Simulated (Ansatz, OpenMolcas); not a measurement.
## A ladder of methods for CH3BFN (SMILES BN=CF)

The species is CH3BFN (7 atoms), meant as a singlet with charge 0. As SMILES, `BN=CF`. The coordinates come from a PBE0-D4/def2-TZVP relaxation.

Each level gives the HOMO–LUMO gap (eV). The values are calculated.

```
                level                    kind     program  value (eV)  CPU time
       HF/aug-cc-pVDZ            Hartree–Fock      Ansatz       12.61     5.6 s
    SVWN5/aug-cc-pVDZ                     LDA  OpenMolcas        5.49      47 s
     BLYP/aug-cc-pVDZ                     GGA  OpenMolcas        5.62      62 s
   revPBE/aug-cc-pVDZ                     GGA      Ansatz        5.65     9.5 s
    M06-L/aug-cc-pVDZ                meta-GGA  OpenMolcas        6.12      90 s
CAM-B3LYP/aug-cc-pVDZ  range-separated hybrid      Ansatz       10.13      11 s
    wB97X/aug-cc-pVDZ  range-separated hybrid      Ansatz       12.04      29 s
   B2PLYP/aug-cc-pVDZ           double hybrid  OpenMolcas        9.99      48 s
```

The values span 5.49 to 12.61 eV. Orbital gaps aren't excitation energies, and those of double hybrids come from the SCF part alone; they tend to grow with the share of exact exchange. CPU times are rough (shared hosts, several kinds of processor and program).

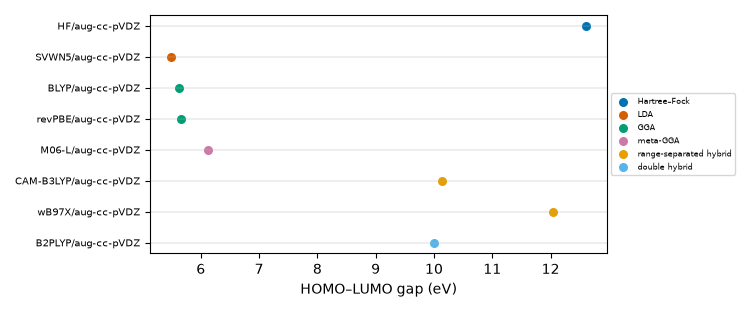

The values of the table, level by level.
